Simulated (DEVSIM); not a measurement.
Structure: Au/SiO2/n-GaAs capacitor, at 250 K.

```
layer (left to right)  material  thickness (nm)  Nd (cm⁻³)
---------------------  --------  --------------  ---------
1                          SiO2            24.0          -
2                          GaAs           13000     2.6e15
```

Metal gate on the left, work function 5.1 eV. Fixed charge at the semiconductor interface -6.9e10 cm⁻² (in units of +e); interface traps 4.5e11 cm⁻² eV⁻¹, uniform in energy, neutral level at 0.5 of the gap above the valence band.

This is a model device: material constants are rounded textbook-type values typed into the input, and sizes, dopings and lifetimes were drawn at random. Values at 300 K; Nc and Nv go as T^1.5, mobilities as T to minus their exponent, the gap by Varshni's rule with the affinity fixed.

```tsv
parameter	SiO2	GaAs
gap (eV)	9	1.424
affinity (eV)	0.9	4.07
permittivity	3.9	12.9
Nc (cm⁻³)	-	4.7e17
Nv (cm⁻³)	-	9e18
Varshni α (eV/K)	-	0.000541
Varshni β (K)	-	204
```

Simulated with DEVSIM: 1D Poisson equation in equilibrium, Boltzmann statistics, complete ionisation; no quantum confinement or tunnelling. Metal contacts follow the ideal Schottky-Mott rule: no Fermi-level pinning, no interface dipoles.

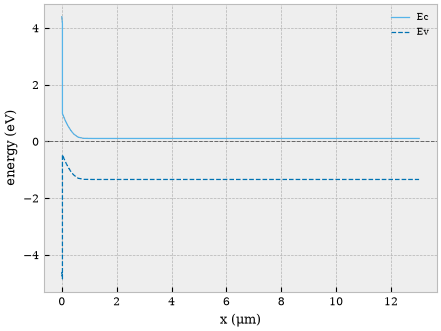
Band edges at -0.2 V on the gate

Energies count from the Fermi level of the right contact; mesh points crowd at the junctions.

| x (μm) | Ec (eV) | Ev (eV) | n (cm⁻³) | p (cm⁻³) | field (V/cm) |
|---|---|---|---|---|---|
| 0.000 | 4.400 | -4.600 | < 1e2 | < 1e2 | -100000 |
| 0.001838 | 4.381 | -4.619 | < 1e2 | < 1e2 | -100000 |
| 0.006298 | 4.334 | -4.666 | < 1e2 | < 1e2 | -100000 |
| 0.01550 | 4.239 | -4.761 | < 1e2 | < 1e2 | -100000 |
| 0.02222 | 4.169 | -4.831 | < 1e2 | < 1e2 | -100000 |
| 0.02400 | 0.980 | -0.466 | < 1e2 | 2.8e9 | -57000 |
| 0.02594 | 0.975 | -0.471 | < 1e2 | 2.2e9 | -25000 |
| 0.03408 | 0.955 | -0.491 | < 1e2 | 8.7e8 | -25000 |
| 0.05288 | 0.910 | -0.537 | < 1e2 | 1.0e8 | -24000 |
| 0.1031 | 0.794 | -0.652 | < 1e2 | 490000 | -22000 |
| 0.2374 | 0.531 | -0.915 | 7100000 | < 1e2 | -17000 |
| 0.8007 | 0.110 | -1.336 | 2.1e15 | < 1e2 | -530 |
| 2.102 | 0.106 | -1.340 | 2.6e15 | < 1e2 | ≈ 0 |
| 5.578 | 0.106 | -1.340 | 2.6e15 | < 1e2 | ≈ 0 |
| 10.97 | 0.106 | -1.340 | 2.6e15 | < 1e2 | ≈ 0 |
| 12.26 | 0.106 | -1.340 | 2.6e15 | < 1e2 | ≈ 0 |
| 12.73 | 0.106 | -1.340 | 2.6e15 | < 1e2 | ≈ 0 |
| 12.91 | 0.106 | -1.340 | 2.6e15 | < 1e2 | ≈ 0 |
| 12.99 | 0.106 | -1.340 | 2.6e15 | < 1e2 | ≈ 0 |
| 13.01 | 0.106 | -1.340 | 2.6e15 | < 1e2 | ≈ 0 |
| 13.02 | 0.106 | -1.340 | 2.6e15 | < 1e2 | ≈ 0 |
| 13.02 | 0.106 | -1.340 | 2.6e15 | < 1e2 | ≈ 0 |
